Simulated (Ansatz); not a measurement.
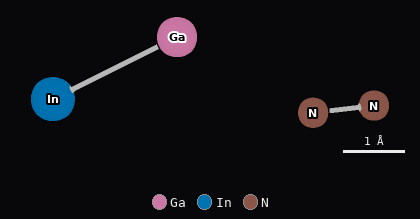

Fig. 1: The input geometry (ball-and-stick view, seen at a tilt). Sticks mark near contacts.

# Run report: GaInN2, single-point calculation

GaInN2, multiplicity 5, computed with UKS LC-wPBE/def2-TZVP (Ansatz 0.2.0).

The geometry comes from this level: PBE-D4/def2-SVP.

Log:
```
Functional definition: LC-wPBE
  name "LC-wPBE"
  cite "Vydrov & Scuseria, J. Chem. Phys. 125, 234109 (2006) doi:10.1063/1.2409292"
  cite "Heyd & Scuseria, J. Chem. Phys. 120, 7274 (2004) doi:10.1063/1.1668634"
  cite "Ernzerhof & Perdew, J. Chem. Phys. 109, 3313 (1998) doi:10.1063/1.476928"
  cite "Perdew, Burke & Ernzerhof, Phys. Rev. Lett. 77, 3865 (1996) doi:10.1103/PhysRevLett.77.3865"
  parent pbe
  parameter omega = 0.4/bohr
  exchange = pbe_x_sr(omega) + exact_x_lr(omega)
  correlation = pbe_c
these checks for a lower state are left out or cut short: starts
1066 factors; their error is unknown
323 factors; integrals over basis functions are off by at most 5.7e-5 eV
mean field evaluation 1: about -60521.0636 eV, gradient 6.6e0 eV
mean field evaluation 2: about -60521.2412 eV, gradient 2.9e-1 eV
mean field evaluation 4: about -60521.2245 eV, gradient 1.9e-1 eV
mean field evaluation 8: about -60521.2246 eV, gradient 1.3e-5 eV
mean field -60521.22461036 eV, -2224.1139816713 hartree, gradient 1.3e-5 eV, S^2 6.006731; 0 other end points of the search recorded, 0 dependent functions left out
reference -60521.22461037 eV, -2224.1139816716 hartree; 35, 31 occupied and 125, 129 virtual orbitals, 1066 factors
Total energy: -60521.22461037 eV, -2224.1139816716 hartree
Checks for a lower state left out: starts
```

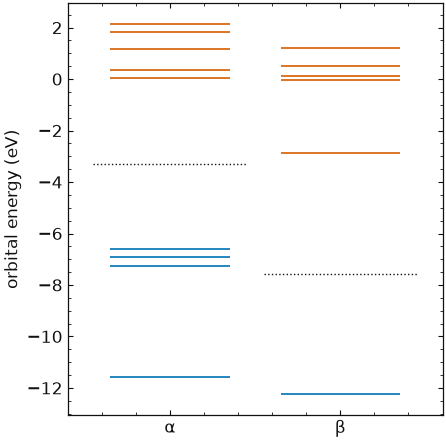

Fig. 2: Orbital energies near the frontier for α and β spins; the dotted line parts filled from empty levels, and levels within 0.02 eV of each other stand side by side. α: highest filled −6.62 eV, lowest empty 0.03 eV, 6.65 eV apart; β: highest filled −12.25 eV, lowest empty −2.86 eV, 9.39 eV apart.

This output came from the following input.

Input:
```yaml
crystal:
  periodic: [false, false, false]
  atoms:
    - {symbol: Ga, position_ang: [-1.097376, 0.297998, -0.518638]}
    - {symbol: In, position_ang: [-2.395208, -1.789437, -0.059433]}
    - {symbol: N, position_ang: [2.268827, 0.775330, 0.086584]}
    - {symbol: N, position_ang: [1.223765, 0.716109, 0.491486]}
basis:
  gaussian: {orbitals: def2-TZVP, initial_orbitals: start.molden}
magnetization: {spin_polarized: true, initial_magnetization: 4}
hamiltonian: {xc: {name: LC-wPBE}}
scf: {omitted_lower_state_checks: [starts]}
output: {orbitals: {seedname: orbitals}}
```

Command:
```bash
ansatz run in.yaml --threads 2 --pin off --events-out ev --progress --plain --max-ram 4352MiB
```

Results in brief:

- outcome: converged
- total energy: −60521.2246 eV
- ⟨S²⟩: 6.007
- SCF solution under orbital rotations: stable
- HOMO (either spin): −6.62 eV
- LUMO (either spin): −2.86 eV
- hardware: 2 threads of Intel Xeon, 54 GiB of memory available, shared host
- wall time: 4.8 s (CPU time 9 s)
- peak memory: 0.36 GiB
